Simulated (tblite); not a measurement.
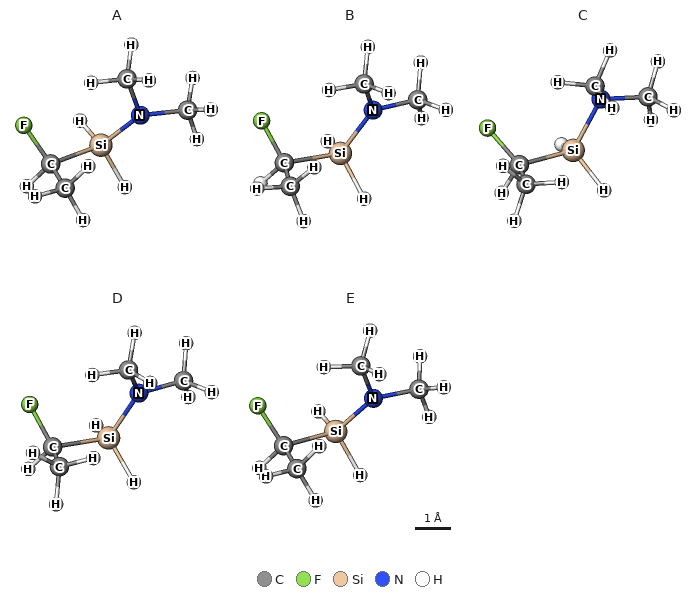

5 geometries from one relaxation of C4H12FNSi, in shuffled order. A ball-and-stick model, seen from a free direction.

Level of theory: tblite 0.8.0, GFN2-xTB geometry optimisation, gas phase. 

**Put them in the order of the run, from the start to the converged end.**

C, D, B, E, A. They are steps 0, 41, 78, 122, 177, at +13.9 kcal/mol, +2.41 kcal/mol, +1.16 kcal/mol, +0.71 kcal/mol relative to the last. After 177 geometry steps the energy has fallen by 13.9 kcal/mol. The atom that moves furthest after the best rigid fit is an H atom (1.05 Å). Largest moves by element: H 1.05 Å, N 0.56 Å, C 0.52 Å, F 0.43 Å, Si 0.30 Å. Among the contacts that change: C–Si 1.840 → 1.921 Å, N–Si 1.757 → 1.716 Å, C–H 1.118 → 1.086 Å, H–Si 1.495 → 1.473 Å. Bond angles that change, for instance: N–Si–H 106.5° → 117.1°, Si–N–C 111.6° → 120.5°, C–Si–N 115.8° → 108.6°. Groups turn about C–C by about 50°. Cost: 3.4 s on 1 thread of Intel(R) Xeon(R) Processor @ 2.50GHz, on a shared host.
